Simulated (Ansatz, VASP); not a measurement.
# SnO2 (Cassiterite): VASP beside Ansatz

Aim: how closely do two programs agree when they are given the same cell, functional and k mesh? Valence electrons are named where the data sets of a main pair hold unlike numbers.

Program: Ansatz 0.2.0. Level of theory: plane waves, with VASP 6.6.1 beside it; band structure at PBE, spin-orbit coupling. Results are calculated unless marked as measured.

### 1. The starting structure

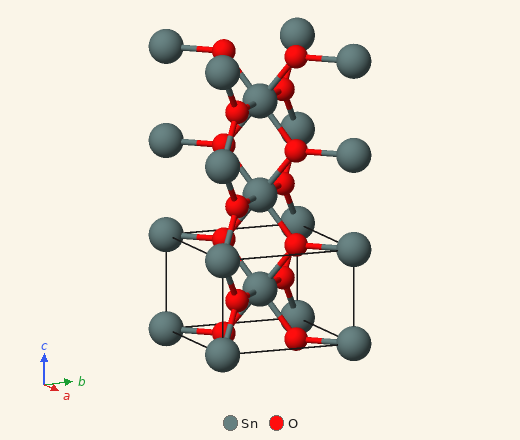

The cell as given, slightly off an axis (tin teal, oxygen red). 1×1×3 cells are drawn. Some periodic images of atoms are drawn too.

### 2. VASP: band structure, PBE, spin-orbit coupling

The same path points are solved in both programs, so levels can be compared one by one.

Lines of VASP's logs that name or quote its potential files are left out, and so is its time.

Contents of INCAR:

```
SYSTEM = SnO2
PREC = Accurate
ENCUT = 440
EDIFF = 1E-08
NELM = 100
ISMEAR = 0
SIGMA = 0.01
LREAL = .FALSE.
ALGO = Normal
GGA = PE
LNONCOLLINEAR = .TRUE.
MAGMOM = 0 0 0 0 0 0 0 0 0 0 0 0 0 0 0 0 0 0
NBANDS = 64
GGA_COMPAT = .FALSE.
LASPH = .TRUE.
LSORBIT = .TRUE.
LORBIT = 11
LWAVE = .TRUE.
LCHARG = .FALSE.
KPAR = 8
```

Contents of POSCAR:

```
SnO2
1.0
    4.7380000000      0.0000000000      0.0000000000
    0.0000000000      4.7380000000      0.0000000000
    0.0000000000      0.0000000000      3.1865000000
Sn O
2 4
Direct
    0.0000000000      0.0000000000      0.0000000000
    0.5000000000      0.5000000000      0.5000000000
    0.3071000000      0.3071000000      0.0000000000
    0.1929000000      0.8071000000      0.5000000000
    0.6929000000      0.6929000000      0.0000000000
    0.8071000000      0.1929000000      0.5000000000
```

Contents of KPOINTS:

```
Automatic mesh
0
Gamma
4 4 4
0 0 0
```

Contents of KPOINTS_OPT:

```
Line mode
12
Line-mode
Reciprocal
  0.00000000   0.00000000   0.00000000 GAMMA
  0.00000000   0.50000000   0.00000000 X

  0.00000000   0.50000000   0.00000000 X
  0.50000000   0.50000000   0.00000000 M

  0.50000000   0.50000000   0.00000000 M
  0.00000000   0.00000000   0.00000000 GAMMA

  0.00000000   0.00000000   0.00000000 GAMMA
  0.00000000   0.00000000   0.50000000 Z

  0.00000000   0.00000000   0.50000000 Z
  0.00000000   0.50000000   0.50000000 R

  0.00000000   0.50000000   0.50000000 R
  0.50000000   0.50000000   0.50000000 A

  0.50000000   0.50000000   0.50000000 A
  0.00000000   0.00000000   0.50000000 Z

  0.00000000   0.50000000   0.00000000 X
  0.00000000   0.50000000   0.50000000 R

  0.50000000   0.50000000   0.00000000 M
  0.50000000   0.50000000   0.50000000 A
```

Potentials, in the order of the species: Sn_d_GW and O_GW (PBE family, release 64).

Started as:

```sh
$ mpirun -np 8 vasp_ncl
```

Numbers of over 12 decimals in the logs are rounded to 6 here.

The log of the run:

```text
[banner, memory and clock lines left out]
running    8 mpi-ranks, on    1 nodes
 distrk:  each k-point on    1 cores,    8 groups
 distr:  one band on    1 cores,    1 groups

 POSCAR found type information on POSCAR SnO
 POSCAR found :  2 types and       6 ions
|                                                                             |
|           W    W    AA    RRRRR   N    N  II  N    N   GGGG   !!!           |
|           W    W   A  A   R    R  NN   N  II  NN   N  G    G  !!!           |
|           W    W  A    A  R    R  N N  N  II  N N  N  G       !!!           |
|           W WW W  AAAAAA  RRRRR   N  N N  II  N  N N  G  GGG   !            |
|           WW  WW  A    A  R   R   N   NN  II  N   NN  G    G                |
|           W    W  A    A  R    R  N    N  II  N    N   GGGG   !!!           |
|                                                                             |
|     For optimal performance we recommend to set                             |
|       NCORE = 2 up to number-of-cores-per-socket                            |
|     NCORE specifies how many cores store one orbital (NPAR=cpu/NCORE).      |
|     This setting can greatly improve the performance of VASP for DFT.       |
|     The default, NCORE=1 might be grossly inefficient on modern             |
|     multi-core architectures or massively parallel machines. Do your        |
|     Unfortunately you need to use the default for GW and RPA                |
|     calculations (for HF NCORE is supported but not extensively tested      |
|     yet).                                                                   |
|                                                                             |

 LDA part: xc-table for (Slater+PW92), standard interpolation
 POSCAR, INCAR and KPOINTS ok, starting setup
 FFT: planning ... GRIDC
 FFT: planning ... GRID_SOFT
 FFT: planning ... GRID
 WAVECAR not read
 entering main loop
       N       E                     dE             d eps       ncg     rms          rms(c)
DAV:   1     0.807946182413E+03    0.80795E+03   -0.15910E+04  4112   0.995E+03
DAV:   2     0.251774498468E+03   -0.55617E+03   -0.51710E+03  4288   0.225E+03
DAV:   3     0.979071928078E+00   -0.25080E+03   -0.24206E+03  4608   0.670E+02
DAV:   4    -0.379955407356E+02   -0.38975E+02   -0.38486E+02  4344   0.327E+02
DAV:   5    -0.433315253183E+02   -0.53360E+01   -0.53121E+01  4384   0.162E+02    0.287E+01
DAV:   6    -0.370538448565E+02    0.62777E+01   -0.22188E+01  4456   0.282E+02    0.142E+01
DAV:   7    -0.374211886596E+02   -0.36734E+00   -0.50587E+00  4320   0.300E+01    0.130E+01
DAV:   8    -0.374200402165E+02    0.11484E-02   -0.53099E-01  4336   0.304E+01    0.254E+00
DAV:   9    -0.374066936784E+02    0.13347E-01   -0.95562E-02  4352   0.209E+01    0.856E-01
DAV:  10    -0.374079609978E+02   -0.12673E-02   -0.13148E-02  3912   0.157E+00    0.931E-01
DAV:  11    -0.374077861739E+02    0.17482E-03   -0.12937E-03  4416   0.144E+00    0.426E-01
DAV:  12    -0.374077569932E+02    0.29181E-04   -0.73896E-04  4560   0.134E+00    0.299E-02
DAV:  13    -0.374077730888E+02   -0.16096E-04   -0.16542E-04  4560   0.197E-01    0.525E-02
DAV:  14    -0.374077728512E+02    0.23761E-06   -0.39299E-06  4464   0.784E-02    0.331E-02
DAV:  15    -0.374077724432E+02    0.40796E-06   -0.10771E-06  4384   0.593E-02    0.139E-02
DAV:  16    -0.374077724697E+02   -0.26425E-07   -0.31657E-07  4384   0.280E-02    0.627E-03
DAV:  17    -0.374077725397E+02   -0.70052E-07   -0.14541E-08  2280   0.120E-02    0.281E-03
DAV:  18    -0.374077725874E+02   -0.47638E-07   -0.10956E-07  3136   0.634E-03    0.269E-04
DAV:  19    -0.374077726205E+02   -0.33147E-07   -0.37958E-08  2560   0.350E-03    0.840E-04
DAV:  20    -0.374077726052E+02    0.15305E-07   -0.29520E-09  1888   0.194E-03    0.594E-04
DAV:  21    -0.374077726074E+02   -0.22237E-08   -0.22376E-09  1840   0.308E-03
   1 F= -.37407773E+02 E0= -.37407773E+02  d E =-.421254E-76  mag=    -0.0000     0.0000    -0.0000
 Start KPOINTS_OPT (optional k-point list driver)
k-point batch [1-18\108]
       N       E                     dE             ncg
DAV:   1     0.827834663225E+04    0.38211E+03     4144
DAV:   2    -0.147624682136E+04   -0.97546E+04     4232
DAV:   3    -0.592340894774E+04   -0.44472E+04     4608
DAV:   4    -0.668235313969E+04   -0.75894E+03     4304
DAV:   5    -0.680051989596E+04   -0.11817E+03     4360
DAV:   6    -0.680855788728E+04   -0.80380E+01     4056
DAV:   7    -0.680953905739E+04   -0.98117E+00     4224
DAV:   8    -0.680961114370E+04   -0.72086E-01     4040
DAV:   9    -0.680961918717E+04   -0.80435E-02     4200
DAV:  10    -0.680961954921E+04   -0.36204E-03     4120
DAV:  11    -0.680961957698E+04   -0.27771E-04     4144
DAV:  12    -0.680961958027E+04   -0.32907E-05     3520
DAV:  13    -0.680961958067E+04   -0.39543E-06     2560
DAV:  14    -0.680961958071E+04   -0.47393E-07     2280
DAV:  15    -0.680961958072E+04   -0.76443E-08     2016
[...]
k-point batch [91-108\108]
       N       E                     dE             ncg
DAV:   1     0.804681196325E+04   -0.19137E+05     4144
DAV:   2    -0.164635812514E+04   -0.96932E+04     4216
DAV:   3    -0.607337483475E+04   -0.44270E+04     4600
DAV:   4    -0.682661229153E+04   -0.75324E+03     4328
DAV:   5    -0.693690611639E+04   -0.11029E+03     4328
DAV:   6    -0.694436530758E+04   -0.74592E+01     4040
DAV:   7    -0.694528038220E+04   -0.91507E+00     4256
DAV:   8    -0.694535889216E+04   -0.78510E-01     4000
DAV:   9    -0.694536645152E+04   -0.75594E-02     4168
DAV:  10    -0.694536732370E+04   -0.87218E-03     4080
DAV:  11    -0.694536751292E+04   -0.18922E-03     4152
DAV:  12    -0.694536751636E+04   -0.34424E-05     3344
DAV:  13    -0.694536751674E+04   -0.37538E-06     2576
DAV:  14    -0.694536751678E+04   -0.43929E-07     2224
DAV:  15    -0.694536751678E+04   -0.28003E-08     2032
 writing wavefunctions
```

Parts of OUTCAR (step 2):

```text
ion  position               nearest neighbor table
   1  0.000  0.000  0.000-   4 2.05   6 2.05   4 2.05   6 2.05   5 2.06   3 2.06
   2  0.500  0.500  0.500-   3 2.05   5 2.05   3 2.05   5 2.05   4 2.06   6 2.06
   3  0.307  0.307  0.000-   2 2.05   2 2.05   1 2.06
   4  0.193  0.807  0.500-   1 2.05   1 2.05   2 2.06
   5  0.693  0.693  0.000-   2 2.05   2 2.05   1 2.06
   6  0.807  0.193  0.500-   1 2.05   1 2.05   2 2.06

  LATTYP: Found a simple tetragonal cell.
 ALAT       =     4.7380000000
 C/A-ratio  =     0.6725411566

 Subroutine GETGRP returns: Found 16 space group operations
 (whereof  8 operations were pure point group operations)

The static configuration has the point symmetry D_2h.
 The point group associated with its full space group is D_4h.

 Found     18 irreducible k-points:

   k-points           NKPTS =     18   k-points in BZ     NKDIM =     18   number of bands    NBANDS=     64

   dimension x,y,z NGX =    32 NGY =   32 NGZ =   24
   dimension x,y,z NGXF=    64 NGYF=   64 NGZF=   48

   ENCUT  =  440.0 eV  32.34 Ry    5.69 a.u.   8.10  8.10  5.45*2*pi/ulx,y,z

   NELECT =      52.0000    total number of electrons

 k-points in reciprocal lattice and weights: Automatic mesh
   0.00000000  0.00000000  0.00000000       0.016
   0.25000000  0.00000000  0.00000000       0.062
   0.50000000  0.00000000  0.00000000       0.031
   0.25000000  0.25000000  0.00000000       0.062
   0.50000000  0.25000000  0.00000000       0.062
   0.50000000  0.50000000  0.00000000       0.016
   0.00000000  0.00000000  0.25000000       0.031
   0.25000000  0.00000000  0.25000000       0.125
   0.50000000  0.00000000  0.25000000       0.062
[...]
0.50000000  0.25000000  0.50000000       0.062
   0.50000000  0.50000000  0.50000000       0.016

 average (electrostatic) potential at core
       1 -74.8523       2 -74.8523       3 -69.6281       4 -69.6281       5 -69.6281
       6 -69.6281

 E-fermi :   4.4756

 k-point     1 :       0.0000    0.0000    0.0000
  band No.  band energies     occupation
    ...
     48       3.5555      1.00000
     49       3.5806      1.00000
     50       3.5806      1.00000
     51       4.3465      1.00000
     52       4.3465      1.00000
     53       5.6142      0.00000
     54       5.6142      0.00000
     55      10.4965      0.00000
     56      10.4965      0.00000
     57      10.5753      0.00000
    ...

 k-point     2 :       0.2500    0.0000    0.0000
  band No.  band energies     occupation
    ...
     48       3.1562      1.00000
     49       3.6079      1.00000
     50       3.6079      1.00000
     51       4.0598      1.00000
     52       4.0598      1.00000
     53       6.9057      0.00000
     54       6.9057      0.00000
     55      10.0322      0.00000
     56      10.0322      0.00000
     57      10.9186      0.00000
    ...

 k-point     3 :       0.5000    0.0000    0.0000
  band No.  band energies     occupation
    ...
     48       3.1604      1.00000
     49       3.7116      1.00000
     50       3.7116      1.00000
     51       3.7116      1.00000
     52       3.7116      1.00000
     53       8.7819      0.00000
     54       8.7819      0.00000
     55       8.7819      0.00000
     56       8.7819      0.00000
     57      11.4165      0.00000
    ...

  Total        2.7727354      2.7727354      4.2304472     -0.0000000      0.0000000      0.0000000
  in kB       62.1033422     62.1033422     94.7529696     -0.0000000      0.0000000      0.0000000
  external PRESSURE =      72.9865514 kB  Pullay stress =       0.0000000 kB

  energy-cutoff  :      440.00
  volume of cell :       71.53
      direct lattice vectors                 reciprocal lattice vectors
     4.738000000  0.000000000  0.000000000     0.211059519  0.000000000  0.000000000
     0.000000000  4.738000000  0.000000000     0.000000000  0.211059519  0.000000000
     0.000000000  0.000000000  3.186500000     0.000000000  0.000000000  0.313823945

 POSITION                                       TOTAL-FORCE (eV/Angst)
 -----------------------------------------------------------------------------------
      0.00000      0.00000      0.00000         0.000000     -0.000000      0.000000
      2.36900      2.36900      1.59325         0.000000     -0.000000      0.000000
      1.45504      1.45504      0.00000        -0.195428     -0.195428     -0.000000
      0.91396      3.82404      1.59325         0.195428     -0.195428     -0.000000
      3.28296      3.28296      0.00000         0.195428      0.195428      0.000000
      3.82404      0.91396      1.59325        -0.195428      0.195428      0.000000
 -----------------------------------------------------------------------------------
    total drift:                                0.000000     -0.000000     -0.000000

  FREE ENERGIE OF THE ION-ELECTRON SYSTEM (eV)
  ---------------------------------------------------
  free  energy   TOTEN  =       -37.4077726074 eV

  energy  without entropy=      -37.4077726074  energy(sigma->0) =      -37.40777261

 Spin-Orbit-Coupling matrix elements
 Ion:    1  E_soc:     -0.1245287
 Ion:    2  E_soc:     -0.1245287
 Ion:    3  E_soc:     -0.0003730
 Ion:    4  E_soc:     -0.0003730
 Ion:    5  E_soc:     -0.0003730
 Ion:    6  E_soc:     -0.0003730

 total charge
# of ion       s       p       d       f       tot
--------------------------------------------------
    1        0.786   0.991  10.491   0.186  12.455
    2        0.786   0.991  10.491   0.186  12.455
    3        1.543   3.482   0.000   0.000   5.024
    4        1.543   3.482   0.000   0.000   5.024
    5        1.543   3.482   0.000   0.000   5.024
    6        1.543   3.482   0.000   0.000   5.024
--------------------------------------------------
tot          7.743  15.907  20.983   0.372  45.006

 magnetization (x)
# of ion       s       p       d       f       tot
--------------------------------------------------
    1        0.000   0.000   0.000   0.000   0.000
    2        0.000   0.000   0.000   0.000   0.000
    3        0.000   0.000   0.000   0.000   0.000
    4        0.000   0.000   0.000   0.000   0.000
    5        0.000   0.000   0.000   0.000   0.000
    6        0.000   0.000   0.000   0.000   0.000
--------------------------------------------------
tot          0.000   0.000   0.000   0.000   0.000

 magnetization (y)
# of ion       s       p       d       f       tot
--------------------------------------------------
    1        0.000   0.000   0.000   0.000   0.000
    2        0.000   0.000   0.000   0.000   0.000
    3        0.000   0.000   0.000   0.000   0.000
    4        0.000   0.000   0.000   0.000   0.000
    5        0.000   0.000   0.000   0.000   0.000
    6        0.000   0.000   0.000   0.000   0.000
--------------------------------------------------
tot          0.000   0.000   0.000   0.000   0.000

 magnetization (z)
# of ion       s       p       d       f       tot
--------------------------------------------------
    1       -0.000   0.000  -0.000   0.000  -0.000
    2       -0.000   0.000   0.000   0.000  -0.000
    3        0.000   0.000   0.000   0.000   0.000
    4        0.000   0.000   0.000   0.000   0.000
    5        0.000   0.000   0.000   0.000   0.000
    6        0.000   0.000   0.000   0.000   0.000
--------------------------------------------------
tot         -0.000   0.000  -0.000   0.000  -0.000

[... 3 further parts left out ...]
```

The run ends at a pressure of 7.30 GPa, with forces up to 0.28 eV/Å.

(Part 1 of 2 ends here.)

[Lines on the potential files, build, host, timing and source positions are cut from VASP's logs without a mark.]

[Logs are printed without paths, hosts, clocks, repeated set-up lines and the standing remarks that a program may print on its own settings, such as how far it seeks lower states.]

[Hosts, paths, dates, database ids (printed as entryN), source tags and the programs' standing remarks are cut or masked in the printed files.]
